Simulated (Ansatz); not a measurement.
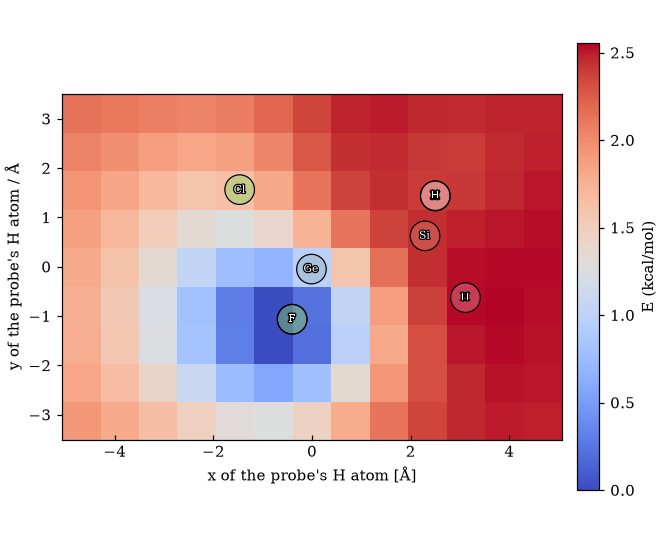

Energy landscape of ClF₂GeH₃Si (SMILES [F][Ge]([F])([SiH3])[Cl]) with the probe H2O. The probe is moved over a plane parallel to the molecule's main plane, 3.89 Å above it. First axis: x of the probe's H atom. Second axis: y of the probe's H atom. Nothing is relaxed (molecule and probe rigid, the probe upright with H nearest the plane). The scan uses a 13 × 9 grid. Points are written as (first, second). Energies are in kcal/mol, from the lowest grid point. Method: RKS PBE-D4/def2-SVPD in Ansatz 0.2.0.

The picture shows one coloured cell a grid point, labelled circles for the molecule's atoms, projected on the plane. 

**Describe this landscape.**

The lowest grid point is at (−0.78 Å, −1.56 Å). The bottom of the well lies between grid points, at about (−0.64 Å, −1.16 Å), about 0.1 kcal/mol lower on the interpolated surface. The highest grid point, (3.90 Å, −0.78 Å), lies 2.55 kcal/mol above the lowest. Near the minimum the curvatures are about 0.043 and 0.055 eV/Å² along the soft and the stiff direction.

Time for the 117 points that were run: 29 min on 1 thread of Arm Neoverse V2 (shared host).
